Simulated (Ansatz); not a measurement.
**MoRh: one candidate structure**

Aim: relax MoRh from this start, structure listed in a database for this formula (Pmma, No. 51), and see where it ends.

Computed with Ansatz 0.2.0 (DFT r2SCAN, scalar-relativistic, plane waves, PAW, unless a step's input says otherwise).

### Step 1. The structure to begin with

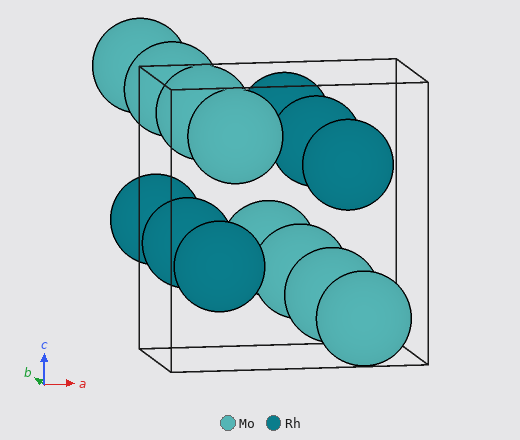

The starting structure, seen slightly off an axis (molybdenum teal, rhodium blue). 1×3×1 cells are drawn. Atoms on the faces are drawn again on the opposite ones.

Structure file:

```cif
data_structure
_symmetry_space_group_name_H-M 'P 1'
_symmetry_Int_Tables_number 1
_cell_length_a 4.4158
_cell_length_b 2.7349
_cell_length_c 4.8132
_cell_angle_alpha 90.000
_cell_angle_beta 90.000
_cell_angle_gamma 90.000
_cell_volume 58.13
loop_
_atom_site_label
_atom_site_type_symbol
_atom_site_fract_x
_atom_site_fract_y
_atom_site_fract_z
_atom_site_occupancy
Mo1 Mo 0.75000 0.00000 0.17087 1
Mo2 Mo 0.25000 0.00000 0.82913 1
Rh1 Rh 0.75000 0.50000 0.67338 1
Rh2 Rh 0.25000 0.50000 0.32662 1
```

### Step 2. Probe: one point at the start

The input, input.yaml:

```yaml
crystal:
  lattice:
    - [4.41579102, 0.0, 0.0]
    - [0.0, 2.73491407, 0.0]
    - [0.0, 0.0, 4.8131627]
  atoms:
    - { symbol: Mo, position: [0.75, 0.0, 0.17087397] }
    - { symbol: Mo, position: [0.25, 0.0, 0.82912603] }
    - { symbol: Rh, position: [0.75, 0.5, 0.67338417] }
    - { symbol: Rh, position: [0.25, 0.5, 0.32661583] }
basis:
  ecutwfc: 500
kpoints:
  mp_grid: { grid: [4, 6, 4] }
hamiltonian:
  xc: r2scan
scf:
  occupations: { method: gaussian, width: 0.1 }
  lower_state_search: "off"
output:
  forces: true
  stress: true
  eigenvalues: true
```

Started as:

```
$ ansatz run input.yaml --threads 1 --pin off --max-ram 2560MiB --backend cpu --events-out ev --progress --plain --runs-dir out
```

Standard output, cut to the lines that bear on the results:

```text
Warning: RAYON_NUM_THREADS=1 ignored (pool sized by the plan → 1); use --threads N
[...]
Pseudopotentials: kind: paw
Pseudopotential: Mo, paw, valence charge 14, recommended cutoff 500 eV (meta_gga), Mo.paw.azcp
Pseudopotential: Rh, paw, valence charge 17, recommended cutoff 500 eV (meta_gga), Rh.paw.azcp
Functional definition: r2SCAN
[...]
Crystal: 4 atoms, lattice volume = 58.128 Å³
Basis set: ecut = 500 eV, 1441 PW (Γ), exchange–correlation on 144×80×144 points (64 copies of the dense FFT grid, shifted against one another)
Bands: 38, of which v1, the nominal top of the filled ones, is band 31 counted from 1 (30 counted from 0)
Symmetry: 8 space group operations
Space group: Pmma (ITA 51), of the structure as read, at distance tolerance 3.9e-5 Å
k-points: 36 of 96
[...]
SCF iter   1: F=-22766.397907 eV  HF=-22766.552548 eV  |F-HF|=1.55e-1  |Δ(HF+E_count)|=         —  Δρ=1.62e-2  dr2=2.19e-1  dr2_τ=6.96e-2  ethr=1.77e-3  ⟨swp⟩=5.6  Hψ=5033  notcnv=0
[...]
SCF iter   8: F=-22766.563138 eV  HF=-22766.563138 eV  |F-HF|=1.27e-9  |Δ(HF+E_count)|=   7.91e-8  Δρ=4.96e-6  dr2=1.58e-8  dr2_τ=7.96e-10  ethr=1.61e-10  ⟨swp⟩=8.1  Hψ=4908  notcnv=0
[...]
SCF converged after 8 iterations
Free energy (F): -22766.563138 eV
[...]
E sigma→0 (E₀):  -22766.555422 eV
Entropy (-TS):   -0.015432 eV (-3.858 meV/atom)
Fermi energy:    21.653951 eV
[...]
--- Forces (eV/Å), atoms counted from 1 ---
  atom   1  Mo     0.00000000    -0.00000000     0.02887011
  atom   2  Mo     0.00000000     0.00000000    -0.02887011
  atom   3  Rh     0.00000000     0.00000000     0.06713282
  atom   4  Rh     0.00000000     0.00000000    -0.06713282
[...]
--- Stress (GPa, compression-positive) ---
        0.533043      -0.000000       0.000000
       -0.000000      -3.209994      -0.000000
        0.000000      -0.000000      -1.148413
  P = ⅓ Tr σ = -1.2751 GPa (-12.751 kbar)
--- Band table (eV; the first three rows and the last of 36) ---
[...]
```

It took 11 s on 1 thread of Arm Neoverse V2, shared host; peak memory 0.47 GiB.

The probe gives pressure -1.3 GPa, largest force 0.07 eV/Å, gap on this mesh none (metal). By this gap the next run takes a mesh of 10×16×10.

### Step 3. The relaxation

Changes to input.yaml since step 2:

```diff
@@ -13,3 +13,3 @@
 kpoints:
-  mp_grid: { grid: [4, 6, 4] }
+  mp_grid: { grid: [10, 16, 10] }
 hamiltonian:
@@ -18,3 +18,2 @@
   occupations: { method: gaussian, width: 0.1 }
-  lower_state_search: "off"
 output:
@@ -23 +22,6 @@
   eigenvalues: true
+relax:
+  adjacent_minimum: "off"
+  f_tol: 0.01
+  max_steps: 80
+  cell: { stress_tol: 0.05 }
```

Started as:

```
$ ansatz run input.yaml --threads 1 --pin off --max-ram 2560MiB --backend cpu --events-out ev --progress --plain --runs-dir out
```

Standard output:

```text
Warning: RAYON_NUM_THREADS=1 ignored (pool sized by the plan → 1); use --threads N
Engine: ansatz 0.2.0, aarch64-unknown-linux-gnu
[... 4 set-up lines as earlier in the session ...]
  parameter k0 = 0.174
  parameter k1 = 0.065
  parameter a1 = 4.9479
  exchange = r2scan_x(k0 = k0, k1 = k1, a1 = a1)
  correlation = r2scan_c
Crystal: 4 atoms, lattice volume = 58.128 Å³
Basis set: ecut = 500 eV, 1441 PW (Γ), exchange–correlation on 144×80×144 points (64 copies of the dense FFT grid, shifted against one another)
Bands: 38, of which v1, the nominal top of the filled ones, is band 31 counted from 1 (30 counted from 0)
[... 2 set-up lines as earlier in the session ...]
k-points: 324 of 1600
Non-local potential: Mo, projectors of the file, l = 0: 3, l = 1: 2, l = 2: 2, l = 3: 1
Non-local potential: Rh, projectors of the file, l = 0: 3, l = 1: 2, l = 2: 2, l = 3: 1
PAW form: soft (Blöchl's): semilocal exchange-correlation on the pseudo side does not see the compensation charge
PAW frozen core: Mo, regenerated for the run's functional (the file was generated under x = pbe(κ = 0.804, μ = 0.2195149727645171), c = pbe(β = 0.06672455060314922))
PAW frozen core: Rh, regenerated for the run's functional (the file was generated under x = pbe(κ = 0.804, μ = 0.2195149727645171), c = pbe(β = 0.06672455060314922))
PAW one-centre angular grid: Mo, 590 points (default); XC on 160 Gauss nodes
PAW one-centre angular grid: Rh, 590 points (default); XC on 160 Gauss nodes
Initial density: superposition of atomic densities (neutral atoms: chi_scale 0, normalization atom), corrected by the library's trained network
Initial wavefunctions: pseudopotential atomic-orbital guess
Functional: x = r2scan, c = r2scan; τ floored in thin density (d = 2e-4 eV/Å³)
SCF iter   1: F=—  HF=-22766.506632 eV  |F-HF|=—  |Δ(HF+E_count)|=         —  Δρ=1.58e-2  dr2=2.04e-1  dr2_τ=6.76e-2  ethr=1.77e-3  ⟨swp⟩=5.5  Hψ=43937  notcnv=0
preconditioner: auto → Kerker (q_TF=auto, 2.758 Å⁻¹)  [metal: Δε(μ)=0.005 eV  Ē_g=5.349 eV  σ=0.100 eV  W_gap=0.03  n_scr=20 (ndim 8)  ℏωp=26.7 eV  f_vac=0.000  D(μ)=2.60/eV (n_scr^D=20)]
SCF iter   2: F=—  HF=-22766.517371 eV  |F-HF|=—  |Δ(HF+E_count)|=   1.07e-2  Δρ=9.53e-3  dr2=3.39e-2  dr2_τ=1.44e-2  ethr=3.29e-4  ⟨swp⟩=2.0  Hψ=16369  notcnv=0  defer=437
SCF iter   3: F=—  HF=-22766.518746 eV  |F-HF|=—  |Δ(HF+E_count)|=   1.37e-3  Δρ=4.75e-3  dr2=5.27e-3  dr2_τ=3.04e-4  ethr=5.47e-5  ⟨swp⟩=2.1  Hψ=15450  notcnv=0  defer=437
SCF iter   4: F=—  HF=-22766.520388 eV  |F-HF|=—  |Δ(HF+E_count)|=   1.64e-3  Δρ=1.15e-3  dr2=3.55e-4  dr2_τ=2.72e-5  ethr=8.50e-6  ⟨swp⟩=2.0  Hψ=16708  notcnv=0  defer=437
SCF iter   5: F=—  HF=-22766.520638 eV  |F-HF|=—  |Δ(HF+E_count)|=   2.50e-4  Δρ=2.11e-4  dr2=2.29e-5  dr2_τ=1.17e-6  ethr=5.73e-7  ⟨swp⟩=2.0  Hψ=21807  notcnv=0  defer=437
SCF iter   6: F=—  HF=-22766.520652 eV  |F-HF|=—  |Δ(HF+E_count)|=   1.40e-5  Δρ=6.12e-5  dr2=2.76e-6  dr2_τ=2.21e-7  ethr=3.70e-8  ⟨swp⟩=2.0  Hψ=16720  notcnv=0  defer=437
SCF iter   7: F=—  HF=-22766.520652 eV  |F-HF|=—  |Δ(HF+E_count)|=   6.87e-7  Δρ=1.56e-5  dr2=1.69e-7  dr2_τ=2.09e-8  ethr=4.44e-9  ⟨swp⟩=2.0  Hψ=16348  notcnv=0  defer=437
SCF iter   8: F=-22766.520652 eV  HF=-22766.520652 eV  |F-HF|=2.95e-9  |Δ(HF+E_count)|=   9.29e-8  Δρ=3.99e-6  dr2=1.09e-8  dr2_τ=3.33e-10  ethr=1.61e-10  ⟨swp⟩=8.2  Hψ=43995  notcnv=0
SCF 1 converged in 8 iterations: F = -22766.520652 eV  dr2 = 1.09e-8
relax step   1: F+E_penalty+E_count = -22766.52065241 eV  Δ(F+E_penalty+E_count) = +0.000e0 eV  max|allowed force component| = 5.297e-2 eV/Å  Δτ_max = 0.0000 Å  P = -1.115 GPa  Ω = 58.128 Å³  (8 SCF iters, dr2 threshold 1.00e-7 eV, accepted)
Crystal: 4 atoms, lattice volume = 57.565 Å³
Basis set: ecut = 500 eV, 1437 PW (Γ), exchange–correlation on 144×80×144 points (64 copies of the dense FFT grid, shifted against one another)
Initial density: handed on by an earlier stage of this run
Initial wavefunctions: those handed on with the density
iter 1 solved again at ethr=1.05e-5 eV; its pass at ethr=3.10e-3 eV (dr2=6.49e-3 eV) is discarded
SCF iter   1: F=—  HF=-22766.498857 eV  |F-HF|=—  |Δ(HF+E_count)|=         —  Δρ=2.77e-3  dr2=6.17e-3  dr2_τ=3.25e-2  ethr=1.05e-5  ⟨swp⟩=1.0  Hψ=52401  notcnv=0
preconditioner: auto → Kerker (q_TF=auto, 2.762 Å⁻¹)  [metal: Δε(μ)=0.007 eV  Ē_g=5.353 eV  σ=0.100 eV  W_gap=0.04  n_scr=20 (ndim 8)  ℏωp=26.8 eV  f_vac=0.000  D(μ)=2.58/eV (n_scr^D=20)]
SCF iter   2: F=—  HF=-22766.519596 eV  |F-HF|=—  |Δ(HF+E_count)|=   2.07e-2  Δρ=1.70e-3  dr2=1.98e-3  dr2_τ=4.58e-4  ethr=9.95e-6  ⟨swp⟩=2.0  Hψ=22106  notcnv=0
SCF iter   3: F=—  HF=-22766.519490 eV  |F-HF|=—  |Δ(HF+E_count)|=   1.06e-4  Δρ=7.52e-4  dr2=2.25e-4  dr2_τ=1.88e-5  ethr=3.19e-6  ⟨swp⟩=1.1  Hψ=12355  notcnv=0
SCF iter   4: F=—  HF=-22766.519541 eV  |F-HF|=—  |Δ(HF+E_count)|=   5.11e-5  Δρ=2.36e-4  dr2=5.13e-5  dr2_τ=4.48e-6  ethr=3.63e-7  ⟨swp⟩=2.1  Hψ=20644  notcnv=0
SCF iter   5: F=—  HF=-22766.519537 eV  |F-HF|=—  |Δ(HF+E_count)|=   4.04e-6  Δρ=8.61e-5  dr2=6.62e-6  dr2_τ=5.28e-7  ethr=8.27e-8  ⟨swp⟩=2.1  Hψ=17301  notcnv=0
SCF iter   6: F=—  HF=-22766.519537 eV  |F-HF|=—  |Δ(HF+E_count)|=   3.96e-7  Δρ=3.39e-5  dr2=6.18e-7  dr2_τ=4.37e-8  ethr=1.07e-8  ⟨swp⟩=2.0  Hψ=16206  notcnv=0
SCF iter   7: F=-22766.519537 eV  HF=-22766.519537 eV  |F-HF|=1.46e-8  |Δ(HF+E_count)|=   2.55e-8  Δρ=8.38e-6  dr2=3.93e-8  dr2_τ=2.35e-9  ethr=6.45e-10  ⟨swp⟩=4.0  Hψ=38565  notcnv=0
SCF 2 converged in 7 iterations: F = -22766.519537 eV  dr2 = 3.93e-8
relax step   2: F+E_penalty+E_count = -22766.51953665 eV  Δ(F+E_penalty+E_count) = +1.116e-3 eV  max|allowed force component| = 6.538e-2 eV/Å  Δτ_max = 0.0075 Å  P = +1.762 GPa  Ω = 57.565 Å³  energy of the carried Pulay correction = +2.193e-4 eV  (7 SCF iters, dr2 threshold 4.00e-7 eV, rejected (line search))
Crystal: 4 atoms, lattice volume = 57.909 Å³
iter 1 solved again at ethr=3.82e-6 eV; its pass at ethr=3.10e-3 eV (dr2=2.37e-3 eV) is discarded
SCF iter   1: F=—  HF=-22766.513940 eV  |F-HF|=—  |Δ(HF+E_count)|=         —  Δρ=1.69e-3  dr2=2.29e-3  dr2_τ=1.18e-2  ethr=3.82e-6  ⟨swp⟩=2.0  Hψ=52316  notcnv=0
preconditioner: auto → Kerker (q_TF=auto, 2.760 Å⁻¹)  [metal: Δε(μ)=0.004 eV  Ē_g=5.309 eV  σ=0.100 eV  W_gap=0.02  n_scr=20 (ndim 8)  ℏωp=26.7 eV  f_vac=0.000  D(μ)=2.62/eV (n_scr^D=22)]
SCF iter   2: F=—  HF=-22766.521862 eV  |F-HF|=—  |Δ(HF+E_count)|=   7.92e-3  Δρ=1.07e-3  dr2=8.02e-4  dr2_τ=1.76e-4  ethr=3.69e-6  ⟨swp⟩=2.0  Hψ=22229  notcnv=0
SCF iter   3: F=—  HF=-22766.521813 eV  |F-HF|=—  |Δ(HF+E_count)|=   4.86e-5  Δρ=4.70e-4  dr2=8.58e-5  dr2_τ=7.42e-6  ethr=1.29e-6  ⟨swp⟩=1.1  Hψ=12353  notcnv=0
SCF iter   4: F=—  HF=-22766.521831 eV  |F-HF|=—  |Δ(HF+E_count)|=   1.76e-5  Δρ=1.53e-4  dr2=2.04e-5  dr2_τ=2.27e-6  ethr=1.38e-7  ⟨swp⟩=2.0  Hψ=20769  notcnv=0
SCF iter   5: F=—  HF=-22766.521832 eV  |F-HF|=—  |Δ(HF+E_count)|=   1.29e-6  Δρ=5.89e-5  dr2=3.13e-6  dr2_τ=2.18e-7  ethr=3.29e-8  ⟨swp⟩=2.1  Hψ=18143  notcnv=0
SCF iter   6: F=—  HF=-22766.521832 eV  |F-HF|=—  |Δ(HF+E_count)|=   4.56e-7  Δρ=2.15e-5  dr2=2.54e-7  dr2_τ=1.70e-8  ethr=5.05e-9  ⟨swp⟩=2.1  Hψ=16209  notcnv=0
SCF iter   7: F=—  HF=-22766.521832 eV  |F-HF|=—  |Δ(HF+E_count)|=   1.33e-8  Δρ=6.82e-6  dr2=2.50e-8  dr2_τ=1.31e-9  ethr=4.10e-10  ⟨swp⟩=2.3  Hψ=16921  notcnv=0
SCF iter   8: F=—  HF=-22766.521832 eV  |F-HF|=—  |Δ(HF+E_count)|=  3.93e-10  Δρ=2.01e-6  dr2=2.31e-9  dr2_τ=1.22e-10  ethr=4.04e-11  ⟨swp⟩=2.3  Hψ=21735  notcnv=0
SCF iter   9: F=—  HF=-22766.521832 eV  |F-HF|=—  |Δ(HF+E_count)|=  2.26e-10  Δρ=9.38e-7  dr2=5.95e-10  dr2_τ=3.89e-11  ethr=3.72e-12  ⟨swp⟩=2.1  Hψ=20818  notcnv=0
SCF iter  10: F=-22766.521832 eV  HF=-22766.521832 eV  |F-HF|=7.28e-12  |Δ(HF+E_count)|=  5.09e-11  Δρ=1.29e-7  dr2=4.64e-12  dr2_τ=1.88e-12  ethr=1.00e-12  ⟨swp⟩=3.0  Hψ=48276  notcnv=0
the search or the solves at the SCF's close seem to have found levels that the self-consistency loop had missed (the run counts 1). By its estimate they hold under 1e-12 electrons; where the run keeps them, the occupations were computed again with them
SCF 3 converged in 10 iterations: F = -22766.521832 eV  dr2 = 4.64e-12
relax step   3: F+E_penalty+E_count = -22766.52183193 eV  Δ(F+E_penalty+E_count) = -1.180e-3 eV  max|allowed force component| = 5.045e-3 eV/Å  Δτ_max = 0.0031 Å  P = -0.012 GPa  Ω = 57.909 Å³  energy of the carried Pulay correction = +8.484e-5 eV  (10 SCF iters, accepted)
Initial wavefunctions: pseudopotential atomic-orbital guess (no wavefunctions were taken with the density)
iter 1 solved again at ethr=1.42e-7 eV; its pass at ethr=3.10e-3 eV (dr2=8.78e-5 eV) is discarded
SCF iter   1: F=—  HF=-22766.521749 eV  |F-HF|=—  |Δ(HF+E_count)|=         —  Δρ=1.04e-5  dr2=7.50e-9  dr2_τ=7.73e-8  ethr=1.42e-7  ⟨swp⟩=3.1  Hψ=71500  notcnv=0
eigensolver tolerance schedule: the retry pair's looser diagonalisation over-reported the residual by 11704.26 of it (diagonalisation noise at 1.15 of the residual, at the tolerance the schedule requests for it); recorded, not acted on — ethr = c·dr2/N_el stays at c = 1.0e-1
preconditioner: auto → Kerker (q_TF=auto, 2.760 Å⁻¹)  [metal: Δε(μ)=0.004 eV  Ē_g=5.311 eV  σ=0.100 eV  W_gap=0.02  n_scr=20 (ndim 8)  ℏωp=26.7 eV  f_vac=0.000  D(μ)=2.62/eV (n_scr^D=22)]
SCF iter   2: F=—  HF=-22766.521748 eV  |F-HF|=—  |Δ(HF+E_count)|=   8.97e-7  Δρ=5.59e-6  dr2=2.09e-9  dr2_τ=1.85e-9  ethr=1.21e-11  ⟨swp⟩=3.1  Hψ=29103  notcnv=0
SCF iter   3: F=—  HF=-22766.521748 eV  |F-HF|=—  |Δ(HF+E_count)|=   2.19e-9  Δρ=5.56e-7  dr2=8.28e-11  dr2_τ=2.43e-10  ethr=3.36e-12  ⟨swp⟩=2.1  Hψ=19291  notcnv=0
SCF iter   4: F=-22766.521748 eV  HF=-22766.521748 eV  |F-HF|=7.28e-12  |Δ(HF+E_count)|=  6.55e-11  Δρ=1.85e-7  dr2=1.09e-11  dr2_τ=1.24e-11  ethr=1.00e-12  ⟨swp⟩=4.8  Hψ=42644  notcnv=0
SCF 4 converged in 4 iterations: F = -22766.521748 eV  dr2 = 1.09e-11
relax step   4: F+E_penalty+E_count = -22766.52174815 eV  Δ(F+E_penalty+E_count) = +8.377e-5 eV  max|allowed force component| = 5.052e-3 eV/Å  Δτ_max = 0.0000 Å  P = -0.013 GPa  Ω = 57.909 Å³  stress off target by 3.50e-2 GPa  SCF on the basis re-selected at this cell (its energy is not comparable with the rows above)  (4 SCF iters)
basis re-selected at this cell: Δ(F+E_penalty+E_count) = +8.377e-5 eV, ΔP = -0.001 GPa vs the last step (what re-selecting the basis moved, of the pressure what is left beyond the Pulay correction that the steps carried, after the strain that the cell walked since its last selection, with what the two solves' SCF thresholds leave and, on support functions, any second-order correction that the steps lacked; it is no measure of the basis error at this ecutwfc). This SCF's stress stands 3.50e-2 GPa from its target on what of the cell is left free (relax.cell.stress_tol is 5.00e-2 GPa) and its largest allowed force component is 5.05e-3 eV/Å (relax.f_tol is 1.00e-2 eV/Å): within both
SCF converged after 4 iterations
Free energy (F): -22766.521748 eV
Harris-Foulkes:  -22766.521748 eV  (|F-HF|=7.28e-12)
Internal energy: -22766.508644 eV  (E = F + TS)
E sigma→0 (E₀):  -22766.515196 eV
Entropy (-TS):   -0.013104 eV (-3.276 meV/atom)
Fermi energy:    21.748152 eV
--- Per-component energies (eV) ---
  E_band       = -326.974312
  E_kinetic    = 2028.060672
  E_local      = -4787.215565  (includes V_loc(G=0)·N_el)
  E_nonlocal   = 993.003481
  E_hartree    = 1671.428758
  E_xc         = -791.949907
  E_vxc        = -1143.482655  (∫ρ·V_xc dr)
  E_paw        = -13641.966313  (= ΣΔE_a)
  E_vpaw       = -837.238124  (= ΣTr[D̂ρ^β])
  E_aug_tail   = 0.001328  (compensation charges beyond the density's cutoff)
  E_vtau       = 77.038992  (kinetic-family band-sum trace: ∫τ·v_τ [+ j·A + Jᵃ·Aᵃ] dr)
  E_ewald      = -8236.688773
  E_core_change = -1.182326  (= ΣΔE_core)
  E_smearing   = -0.013104  (= −TS)
  E_closure    = 0.000000  (closes the sum)
  Σ components = -22766.521748   (vs F -22766.521748, Δ=0.00e0)
--- Forces (eV/Å), atoms counted from 1 ---
  atom   1  Mo     0.00000000    -0.00000000    -0.00184861
  atom   2  Mo     0.00000000     0.00000000     0.00184861
  atom   3  Rh     0.00000000    -0.00000000     0.00505201
  atom   4  Rh     0.00000000     0.00000000    -0.00505201
  max |Σ_I F_I| component: 0.00e0 eV/Å
--- Stress (GPa, compression-positive) ---
       -0.035030       0.000000      -0.000000
        0.000000      -0.034774      -0.000000
       -0.000000      -0.000000       0.029690
  P = ⅓ Tr σ = -0.0134 GPa (-0.134 kbar)
--- Band table (eV; the first three rows and the last of 324) ---
  k-point 0: bands = ["-59.1623", "-59.1324", "-41.1261", "-41.0113", "-26.3597", "-26.2903", "-26.1902", "-26.1643", "-26.0627", "-26.0335", "-14.6762", "-14.5725", "-14.2847", "-14.1013", "-13.9336", "-13.8515", "13.9916", "15.8994", "15.9448", "16.4702", "16.6153", "19.1066", "19.2532", "19.4452", "19.5164", "19.9109", "20.0713", "20.3016", "20.3463", "20.8292", "20.8952", "21.3019", "23.2476", "23.9202", "24.3673", "24.5279", "25.0015", "25.3031"]
  k-point 1: bands = ["-59.1622", "-59.1324", "-41.1263", "-41.0114", "-26.3593", "-26.2892", "-26.1896", "-26.1648", "-26.0625", "-26.0336", "-14.6761", "-14.5734", "-14.2889", "-14.1016", "-13.9340", "-13.8515", "14.0863", "15.9640", "15.9880", "16.5396", "16.6218", "19.1204", "19.1295", "19.5032", "19.5814", "19.8869", "20.1169", "20.2715", "20.3144", "20.6967", "20.8431", "21.2370", "22.5855", "24.3649", "24.4204", "24.7195", "24.8762", "25.3141"]
  k-point 2: bands = ["-59.1621", "-59.1325", "-41.1265", "-41.0117", "-26.3581", "-26.2862", "-26.1880", "-26.1660", "-26.0622", "-26.0338", "-14.6758", "-14.5757", "-14.2997", "-14.1024", "-13.9349", "-13.8515", "14.3615", "16.0839", "16.1659", "16.6292", "16.7449", "18.8433", "19.1959", "19.6468", "19.6682", "19.7655", "20.1822", "20.2246", "20.2422", "20.3649", "20.7211", "21.0416", "21.9218", "24.1283", "24.3589", "24.5539", "24.7672", "25.3422"]
  k-point 323: bands = ["-59.1134", "-59.1134", "-40.9488", "-40.9488", "-26.4065", "-26.4065", "-26.2986", "-26.2986", "-26.1219", "-26.1219", "-14.8625", "-14.8625", "-14.5473", "-14.5473", "-14.0591", "-14.0591", "15.9856", "15.9856", "16.0332", "16.0332", "17.4879", "17.4879", "17.5339", "17.5339", "20.4671", "20.4671", "21.9970", "21.9970", "22.2658", "22.2658", "23.3511", "23.3511", "23.4744", "23.4744", "24.9522", "24.9522", "25.8286", "25.8286"]
--- Relaxed structure (3 steps of the walk, 2 accepted, 1 SCFs on fresh bases) ---
  F+E_penalty+E_count = -22766.52174815 eV   max|allowed force component| = 5.052e-3 eV/Å   (the final SCF, on the basis selected at the relaxed cell)
  cell:  # Å, volume = 57.9093 Å³
    - [4.406922761293384, -8.781756866084984e-34, -6.586317649563738e-34]
    - [-5.438968987344633e-34, 2.7344364976753113, -2.6606919400639387e-19]
    - [-7.179012389320873e-34, -4.682539514708181e-19, 4.80556786405349]
  atoms:
    - { symbol: Mo, position: [0.7500000000000001, 3.734121188473722e-20, 0.17125619696103825] }
    - { symbol: Mo, position: [0.25, -3.7341211884737184e-20, 0.8287438030389619] }
    - { symbol: Rh, position: [0.7500000000000001, 0.5, 0.6740353822862626] }
    - { symbol: Rh, position: [0.25, 0.5, 0.3259646177137376] }
```

Wall time 5.3 min (1 thread of Arm Neoverse V2, shared host); peak memory 0.94 GiB.

The steps of the relaxation:

```
step  E - E(step 1) (eV/cell)  largest force component (eV/Å)  pressure (GPa)  volume (Å³)
   1                   0.0000                          0.0530           -1.11        58.13
   2                   0.0011                          0.0654            1.76        57.56
   3                  -0.0012                          0.0050           -0.01        57.91
   4                  -0.0011                          0.0051           -0.01        57.91
```

Step 1 is the start. Step 4 repeats the geometry before it on a plane-wave basis chosen anew for that cell, so its energy need not be comparable with the rows above. Step 2 was tried and not accepted.

|  | before | after | change |
| --- | --- | --- | --- |
| a (Å) | 4.416 | 4.407 | -0.2 % |
| b (Å) | 2.735 | 2.734 | 0.0 % |
| c (Å) | 4.813 | 4.806 | -0.2 % |
| volume (Å³/atom) | 14.53 | 14.48 | -0.4 % |
| shortest distance (Å) | 2.703 | 2.698 | -0.2 % |
| space group (0.01 Å) | Pmma | Pmma | same |

Forces and stress were held to the start's 8 operations: a distortion of lower symmetry was not tested.

### Step 4. Results

Formation energies count from the elements, computed with the same settings in runs not shown here.

| quantity | value |
| --- | --- |
| cell | a = 4.407 Å, b = 2.734 Å, c = 4.806 Å, α = 90.00°, β = 90.00°, γ = 90.00° |
| space group | Pmma (No. 51) |
| volume | 14.48 Å³/atom |
| gap on the mesh | none (metal) |
| formation energy from the elements | -0.192 eV/atom |

**Reading.** The space group stayed Pmma, and from the first guess the volume went from 14.53 to 14.48 Å³/atom. With -0.19 eV/atom it lies under the elements, which doesn't yet make it stable against other compounds of them.
